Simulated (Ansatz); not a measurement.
# AlF3H5NSi: Born-Oppenheimer dynamics

What does AlF3H5NSi do in its first 50 fs with a Langevin thermostat, with the temperature set to 500 K?

Computed with Ansatz 0.2.0, Gaussian basis. Level: revPBE/6-31G* with D3(BJ) with three-body dispersion.

## 1. The relaxed structure

An earlier PBE0-D4 in a triple-zeta def2 set relaxation fixed the geometry.

SMILES `[F][Al-]([F])([F])[NH2+][SiH3]`, 11 atoms, charge 0, spin multiplicity 1.

Atoms are counted from 1 here; the program's logs count them from 0.

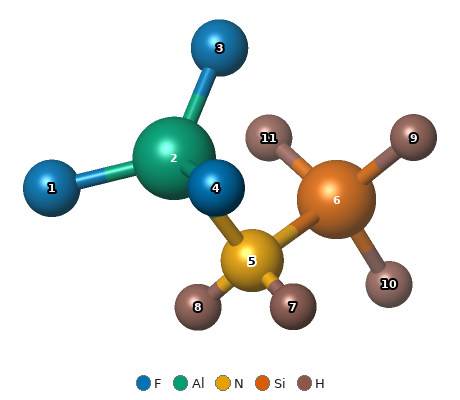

The structure; fluorine blue, aluminium teal, nitrogen amber, silicon orange, hydrogen brown; atoms are numbered from 1 in the order of the file.

## 2. The run

in.yaml

```yaml
crystal:
  periodic: [false, false, false]
  atoms:
    - {symbol: F, position_ang: [-1.957027, -1.872712, -0.411143]}
    - {symbol: Al, position_ang: [-0.342236, -1.626263, -0.138280]}
    - {symbol: F, position_ang: [0.122377, -1.499472, 1.453180]}
    - {symbol: F, position_ang: [0.722544, -2.388255, -1.152342]}
    - {symbol: N, position_ang: [-0.130107, 0.273539, -0.691939]}
    - {symbol: Si, position_ang: [0.439798, 1.345370, 0.646016]}
    - {symbol: H, position_ang: [0.515967, 0.279400, -1.478583]}
    - {symbol: H, position_ang: [-1.031648, 0.575106, -1.055981]}
    - {symbol: H, position_ang: [1.764631, 0.846259, 1.055890]}
    - {symbol: H, position_ang: [0.548459, 2.718347, 0.091906]}
    - {symbol: H, position_ang: [-0.587357, 1.291681, 1.701676]}
basis:
  gaussian: {orbitals: "6-31G*"}
hamiltonian: {xc: {name: revPBE}, dispersion: d3bjatm}
md: {timestep: 1 fs, n_steps: 50, ensemble: nvt_langevin, temperature: 500, initial_velocities: maxwell_boltzmann, friction: 0.01, seed: 360}
```

The run is started by

```
ansatz run in.yaml --threads 4 --pin off --events-out ev --progress --plain --max-ram 10444MiB
```

Standard output:

```text
Functional definition: revPBE
  name "revPBE"
  cite "Zhang & Yang, Phys. Rev. Lett. 80, 890 (1998) doi:10.1103/PhysRevLett.80.890"
  cite "Perdew, Burke & Ernzerhof, Phys. Rev. Lett. 77, 3865 (1996) doi:10.1103/PhysRevLett.77.3865"
  parameter kappa = 1.245
  parameter beta = 0.06672455060314922
  exchange = pbe_x(kappa = kappa, mu = beta*pi^2/3)
  correlation = pbe_c(beta = beta)
1198 factors; their error is unknown
mean field evaluation 1: about -24186.2997 eV, gradient 7.8e1 eV
mean field evaluation 2: about -24163.3314 eV, gradient 1.4e2 eV
mean field evaluation 4: about -24196.2689 eV, gradient 6.5e0 eV
mean field evaluation 8: about -24196.3487 eV, gradient 7.5e-2 eV
mean field evaluation 16: about -24196.2793 eV, gradient 1.6e-5 eV
mean field -24196.27933296 eV, -889.1968646590 hartree, gradient 1.6e-5 eV, S^2 0.000000; 0 other end points of the search recorded, 0 dependent functions left out
the calculation of the forces begins
reference -24196.27940012 eV, -889.1968671272 hartree; 33, 33 occupied and 75, 75 virtual orbitals, 1198 factors
md step     0: t =     0.00 fs  T =   454.5 K  F+E_penalty+E_count = -24196.85509724 eV  E_kin = 0.646300 eV  (26 SCF iters)
these checks for a lower state are left out or cut short: starts, cluster_reference, orbital_swaps, neighbouring_geometries, increment
1198 factors; their error is unknown
mean field -24196.22884517 eV, -889.1950092671 hartree, gradient 1.4e-5 eV, S^2 0.000000; 0 other end points of the search recorded, 0 dependent functions left out
the calculation of the forces begins
reference -24196.22891245 eV, -889.1950117396 hartree; 33, 33 occupied and 75, 75 virtual orbitals, 1198 factors
md step     1: t =     1.00 fs  T =   382.2 K  F+E_penalty+E_count = -24196.80332822 eV  E_kin = 0.543487 eV  (28 SCF iters, 3 dispersion substeps)
these checks for a lower state are left out or cut short: starts, cluster_reference, orbital_swaps, neighbouring_geometries, increment
1198 factors; their error is unknown
mean field -24196.17439112 eV, -889.1930081175 hartree, gradient 1.5e-5 eV, S^2 0.000000; 0 other end points of the search recorded, 0 dependent functions left out
the calculation of the forces begins
reference -24196.17445847 eV, -889.1930105928 hartree; 33, 33 occupied and 75, 75 virtual orbitals, 1198 factors
md step     2: t =     2.00 fs  T =   338.1 K  F+E_penalty+E_count = -24196.74691227 eV  E_kin = 0.480752 eV  (28 SCF iters, 3 dispersion substeps)
[... from here on, the SCF cycles and remarks between the steps are left out ...]
md step     3: t =     3.00 fs  T =   346.4 K  F+E_penalty+E_count = -24196.73146051 eV  E_kin = 0.492466 eV  (28 SCF iters, 3 dispersion substeps)
md step     4: t =     4.00 fs  T =   334.6 K  F+E_penalty+E_count = -24196.71192115 eV  E_kin = 0.475810 eV  (28 SCF iters, 3 dispersion substeps)
md step     5: t =     5.00 fs  T =   329.1 K  F+E_penalty+E_count = -24196.65681986 eV  E_kin = 0.467969 eV  (28 SCF iters, 3 dispersion substeps)
md step     6: t =     6.00 fs  T =   318.2 K  F+E_penalty+E_count = -24196.59770267 eV  E_kin = 0.452410 eV  (28 SCF iters, 3 dispersion substeps)
md step     7: t =     7.00 fs  T =   337.0 K  F+E_penalty+E_count = -24196.58259383 eV  E_kin = 0.479099 eV  (30 SCF iters, 3 dispersion substeps)
md step     8: t =     8.00 fs  T =   363.7 K  F+E_penalty+E_count = -24196.61840249 eV  E_kin = 0.517141 eV  (28 SCF iters, 3 dispersion substeps)
md step     9: t =     9.00 fs  T =   369.2 K  F+E_penalty+E_count = -24196.65130708 eV  E_kin = 0.524943 eV  (29 SCF iters, 3 dispersion substeps)
md step    10: t =    10.00 fs  T =   386.6 K  F+E_penalty+E_count = -24196.61398696 eV  E_kin = 0.549711 eV  (29 SCF iters, 3 dispersion substeps)
md step    11: t =    11.00 fs  T =   330.0 K  F+E_penalty+E_count = -24196.53313932 eV  E_kin = 0.469284 eV  (28 SCF iters, 3 dispersion substeps)
md step    12: t =    12.00 fs  T =   298.8 K  F+E_penalty+E_count = -24196.50362175 eV  E_kin = 0.424790 eV  (28 SCF iters, 3 dispersion substeps)
md step    13: t =    13.00 fs  T =   295.8 K  F+E_penalty+E_count = -24196.52282462 eV  E_kin = 0.420636 eV  (28 SCF iters, 3 dispersion substeps)
md step    14: t =    14.00 fs  T =   323.9 K  F+E_penalty+E_count = -24196.52313694 eV  E_kin = 0.460588 eV  (29 SCF iters, 3 dispersion substeps)
md step    15: t =    15.00 fs  T =   287.8 K  F+E_penalty+E_count = -24196.49199253 eV  E_kin = 0.409235 eV  (30 SCF iters, 3 dispersion substeps)
md step    16: t =    16.00 fs  T =   322.7 K  F+E_penalty+E_count = -24196.47427039 eV  E_kin = 0.458878 eV  (30 SCF iters, 3 dispersion substeps)
md step    17: t =    17.00 fs  T =   361.6 K  F+E_penalty+E_count = -24196.48313404 eV  E_kin = 0.514103 eV  (29 SCF iters, 3 dispersion substeps)
md step    18: t =    18.00 fs  T =   373.7 K  F+E_penalty+E_count = -24196.50902773 eV  E_kin = 0.531356 eV  (29 SCF iters, 3 dispersion substeps)
md step    19: t =    19.00 fs  T =   367.0 K  F+E_penalty+E_count = -24196.54364128 eV  E_kin = 0.521863 eV  (29 SCF iters, 3 dispersion substeps)
md step    20: t =    20.00 fs  T =   414.7 K  F+E_penalty+E_count = -24196.57871436 eV  E_kin = 0.589592 eV  (29 SCF iters, 3 dispersion substeps)
md step    21: t =    21.00 fs  T =   424.5 K  F+E_penalty+E_count = -24196.58297221 eV  E_kin = 0.603608 eV  (29 SCF iters, 3 dispersion substeps)
md step    22: t =    22.00 fs  T =   380.8 K  F+E_penalty+E_count = -24196.55218581 eV  E_kin = 0.541443 eV  (29 SCF iters, 3 dispersion substeps)
md step    23: t =    23.00 fs  T =   351.2 K  F+E_penalty+E_count = -24196.51471482 eV  E_kin = 0.499313 eV  (29 SCF iters, 3 dispersion substeps)
md step    24: t =    24.00 fs  T =   308.5 K  F+E_penalty+E_count = -24196.47720623 eV  E_kin = 0.438629 eV  (29 SCF iters, 3 dispersion substeps)
md step    25: t =    25.00 fs  T =   273.4 K  F+E_penalty+E_count = -24196.43663959 eV  E_kin = 0.388740 eV  (29 SCF iters, 3 dispersion substeps)
md step    26: t =    26.00 fs  T =   218.9 K  F+E_penalty+E_count = -24196.40101276 eV  E_kin = 0.311295 eV  (29 SCF iters, 3 dispersion substeps)
md step    27: t =    27.00 fs  T =   196.2 K  F+E_penalty+E_count = -24196.39349094 eV  E_kin = 0.278926 eV  (29 SCF iters, 3 dispersion substeps)
md step    28: t =    28.00 fs  T =   252.3 K  F+E_penalty+E_count = -24196.42609453 eV  E_kin = 0.358696 eV  (28 SCF iters, 3 dispersion substeps)
md step    29: t =    29.00 fs  T =   280.5 K  F+E_penalty+E_count = -24196.48735296 eV  E_kin = 0.398785 eV  (29 SCF iters, 3 dispersion substeps)
md step    30: t =    30.00 fs  T =   328.6 K  F+E_penalty+E_count = -24196.53516011 eV  E_kin = 0.467270 eV  (28 SCF iters, 3 dispersion substeps)
md step    31: t =    31.00 fs  T =   345.4 K  F+E_penalty+E_count = -24196.55029917 eV  E_kin = 0.491142 eV  (29 SCF iters, 3 dispersion substeps)
md step    32: t =    32.00 fs  T =   404.3 K  F+E_penalty+E_count = -24196.56368221 eV  E_kin = 0.574796 eV  (29 SCF iters, 3 dispersion substeps)
md step    33: t =    33.00 fs  T =   434.5 K  F+E_penalty+E_count = -24196.58320745 eV  E_kin = 0.617767 eV  (29 SCF iters, 3 dispersion substeps)
md step    34: t =    34.00 fs  T =   445.4 K  F+E_penalty+E_count = -24196.58873060 eV  E_kin = 0.633311 eV  (30 SCF iters, 3 dispersion substeps)
md step    35: t =    35.00 fs  T =   424.5 K  F+E_penalty+E_count = -24196.58233748 eV  E_kin = 0.603554 eV  (29 SCF iters, 3 dispersion substeps)
md step    36: t =    36.00 fs  T =   376.0 K  F+E_penalty+E_count = -24196.56918977 eV  E_kin = 0.534564 eV  (29 SCF iters, 3 dispersion substeps)
md step    37: t =    37.00 fs  T =   369.8 K  F+E_penalty+E_count = -24196.55660544 eV  E_kin = 0.525767 eV  (30 SCF iters, 3 dispersion substeps)
md step    38: t =    38.00 fs  T =   341.5 K  F+E_penalty+E_count = -24196.56350525 eV  E_kin = 0.485629 eV  (28 SCF iters, 3 dispersion substeps)
md step    39: t =    39.00 fs  T =   351.9 K  F+E_penalty+E_count = -24196.57180159 eV  E_kin = 0.500410 eV  (29 SCF iters, 3 dispersion substeps)
md step    40: t =    40.00 fs  T =   319.9 K  F+E_penalty+E_count = -24196.54589227 eV  E_kin = 0.454816 eV  (28 SCF iters, 3 dispersion substeps)
md step    41: t =    41.00 fs  T =   311.2 K  F+E_penalty+E_count = -24196.50843836 eV  E_kin = 0.442473 eV  (28 SCF iters, 3 dispersion substeps)
md step    42: t =    42.00 fs  T =   343.9 K  F+E_penalty+E_count = -24196.49977998 eV  E_kin = 0.488998 eV  (28 SCF iters, 3 dispersion substeps)
md step    43: t =    43.00 fs  T =   317.6 K  F+E_penalty+E_count = -24196.48652172 eV  E_kin = 0.451520 eV  (28 SCF iters, 3 dispersion substeps)
md step    44: t =    44.00 fs  T =   307.7 K  F+E_penalty+E_count = -24196.44135910 eV  E_kin = 0.437479 eV  (28 SCF iters, 3 dispersion substeps)
md step    45: t =    45.00 fs  T =   256.6 K  F+E_penalty+E_count = -24196.37873663 eV  E_kin = 0.364802 eV  (29 SCF iters, 3 dispersion substeps)
md step    46: t =    46.00 fs  T =   240.8 K  F+E_penalty+E_count = -24196.31558784 eV  E_kin = 0.342400 eV  (28 SCF iters, 3 dispersion substeps)
md step    47: t =    47.00 fs  T =   211.7 K  F+E_penalty+E_count = -24196.28348275 eV  E_kin = 0.301043 eV  (27 SCF iters, 3 dispersion substeps)
md step    48: t =    48.00 fs  T =   206.4 K  F+E_penalty+E_count = -24196.31984592 eV  E_kin = 0.293427 eV  (28 SCF iters, 3 dispersion substeps)
md step    49: t =    49.00 fs  T =   265.0 K  F+E_penalty+E_count = -24196.38223501 eV  E_kin = 0.376804 eV  (29 SCF iters, 3 dispersion substeps)
these checks for a lower state are left out or cut short: starts, cluster_reference, orbital_swaps, neighbouring_geometries, increment
1198 factors; their error is unknown
mean field -24195.84521924 eV, -889.1809112740 hartree, gradient 2.4e-5 eV, S^2 0.000000; 0 other end points of the search recorded, 0 dependent functions left out
the calculation of the forces begins
reference -24195.84528713 eV, -889.1809137689 hartree; 33, 33 occupied and 75, 75 virtual orbitals, 1198 factors
1198 factors; their error is unknown
mean field evaluation 416: about -24195.9153 eV, gradient 9.5e-2 eV
mean field -24195.84521924 eV, -889.1809112740 hartree, gradient 2.4e-5 eV, S^2 0.000000; 1 other end points of the search recorded, 0 dependent functions left out
the calculation of the forces begins
reference -24195.84528713 eV, -889.1809137689 hartree; 33, 33 occupied and 75, 75 virtual orbitals, 1198 factors
md step    50: t =    50.00 fs  T =   268.4 K  F+E_penalty+E_count = -24196.39594580 eV  E_kin = 0.381675 eV  (27 SCF iters, 3 dispersion substeps)
Total energy: -24196.39601369 eV, -889.2011525969 hartree
Atom 0 at    -1.929334    -2.126320    -0.360500 Å, force    -1.739943    -0.220181    -0.447512 eV/Å
Atom 1 at    -0.356437    -1.745223    -0.199623 Å, force    -0.065493     1.521900     2.094482 eV/Å
Atom 2 at     0.102849    -1.583455     1.399832 Å, force     0.324245    -0.090693     0.659011 eV/Å
Atom 3 at     0.674003    -2.437209    -1.218590 Å, force     1.632793    -0.853347    -1.686159 eV/Å
Atom 4 at    -0.220953     0.318204    -0.561615 Å, force    -1.379720    -0.421517     1.393463 eV/Å
Atom 5 at     0.294335     1.490953     0.721879 Å, force    -0.297865    -0.105024     1.632132 eV/Å
Atom 6 at     0.453145     0.335303    -1.279872 Å, force     0.810995     0.173059    -2.099261 eV/Å
Atom 7 at    -1.196583     0.525497    -0.853334 Å, force     0.660403     0.126204    -0.454943 eV/Å
Atom 8 at     1.549972     1.012611     1.464473 Å, force    -0.698228     0.117400    -0.464770 eV/Å
Atom 9 at     0.518254     2.872372     0.231548 Å, force     0.243065     0.135179    -0.542716 eV/Å
Atom 10 at    -0.962160     1.686976     1.561733 Å, force     0.509747    -0.382979    -0.083726 eV/Å
Dipole moment:     0.130461     1.136186    -0.353678 e Å
```

Run time: 68 s. Hardware: 4 threads of Arm Neoverse V1, shared host; peak memory 0.52 GiB.

## 3. The trajectory

One row in 4; energies are counted from the first frame:

| time (fs) | T (K) | potential (meV) | Al2–F4 (Å) |
| --- | --- | --- | --- |
| 0.0 | 455 | 0.0 | 1.656 |
| 4.0 | 335 | 143.2 | 1.628 |
| 8.0 | 364 | 236.7 | 1.624 |
| 12.0 | 299 | 351.5 | 1.640 |
| 16.0 | 323 | 380.8 | 1.675 |
| 20.0 | 415 | 276.4 | 1.721 |
| 24.0 | 308 | 377.9 | 1.766 |
| 28.0 | 252 | 429.0 | 1.781 |
| 32.0 | 404 | 291.4 | 1.758 |
| 36.0 | 376 | 285.9 | 1.707 |
| 40.0 | 320 | 309.2 | 1.652 |
| 44.0 | 308 | 413.7 | 1.615 |
| 48.0 | 206 | 535.3 | 1.603 |

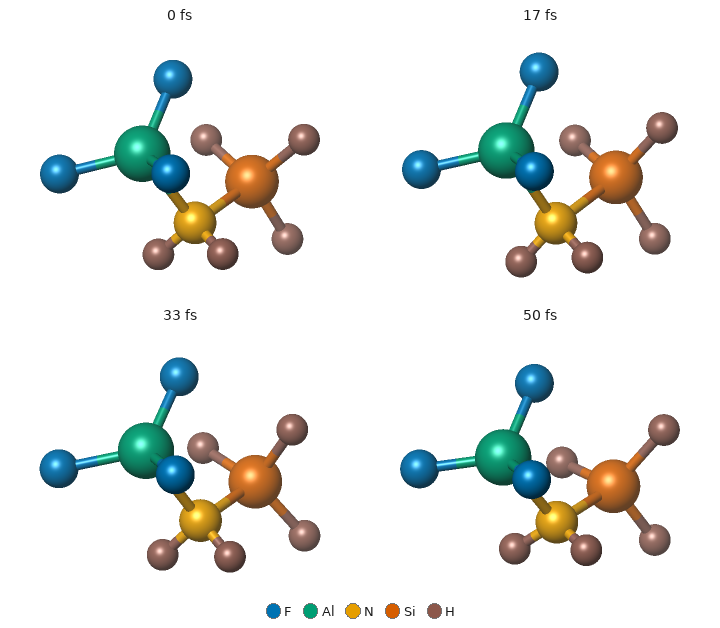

Four frames; sticks are those of the first frame.

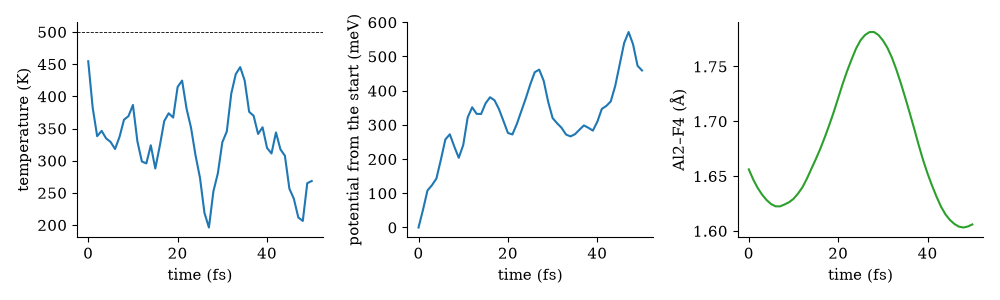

Temperature (the set value dashed), potential energy and the bond that swings most.

Positions (Å) and forces (eV/Å) at 50.0 fs:

```xyz
11

F    -1.929   -2.126   -0.360   -1.740   -0.220   -0.448
Al   -0.356   -1.745   -0.200   -0.065    1.522    2.094
F     0.103   -1.583    1.400    0.324   -0.091    0.659
F     0.674   -2.437   -1.219    1.633   -0.853   -1.686
N    -0.221    0.318   -0.562   -1.380   -0.422    1.393
Si    0.294    1.491    0.722   -0.298   -0.105    1.632
H     0.453    0.335   -1.280    0.811    0.173   -2.099
H    -1.197    0.525   -0.853    0.660    0.126   -0.455
H     1.550    1.013    1.464   -0.698    0.117   -0.465
H     0.518    2.872    0.232    0.243    0.135   -0.543
H    -0.962    1.687    1.562    0.510   -0.383   -0.084
```

## 4. Results

```
                         quantity                          value
                           length             50 steps of 1.0 fs
temperature, first and last frame                     455, 268 K
         temperature, second half  mean 311 K, from 196 to 445 K
           swing of the potential                        572 meV
                  range of Al2–F4               1.603 to 1.781 Å
```

**Reading.** From 455 K at the start the temperature swings between 196 and 455 K: with 11 atoms it has no steady value yet; starting near a minimum, about half of the kinetic energy flows into the potential. Al2–F4 swings most, by 0.18 Å; no bond breaks. A run of 50 fs gives no averages.
